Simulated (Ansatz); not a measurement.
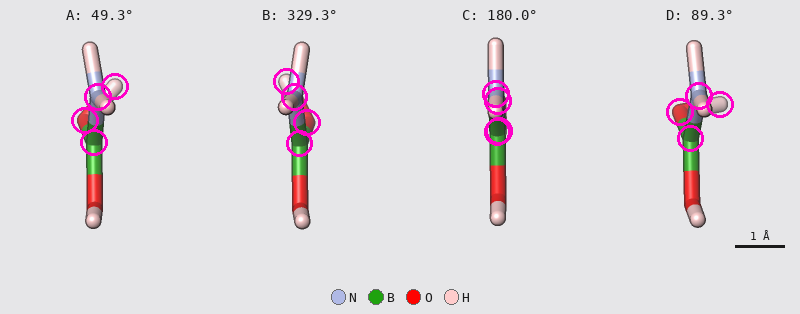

BNH4O2: one N–B–O–H dihedral angle is varied, with all other coordinates relaxed. Style: stick. Shown almost along the central bond, with a slight tilt. The ringed atoms are those of the scanned coordinate.

Level of theory: wB97M-V (def2-TZVPP, Ansatz), on geometries relaxed under the constraint at PBE0-D4/def2-TZVP. Energies are counted from the PBE0-D4/def2-TZVP minimum geometry at the same level.

### Order these geometries by energy, lowest first.

Lowest first: C (the dihedral 180.0°, 0.000 eV), B (the dihedral 329.3°, 0.206 eV), A (the dihedral 49.3°, 0.267 eV), D (the dihedral 89.3°, 0.351 eV). Over the whole scan: the lowest computed point lies at the dihedral 180.0° (0.000 eV). Local maxima lie at 89.3° (0.351 eV), 289.3° (0.337 eV). The highest point, at 89.3°, lies 0.351 eV above the lowest and gives the barrier to rotation to within the spacing of the points.
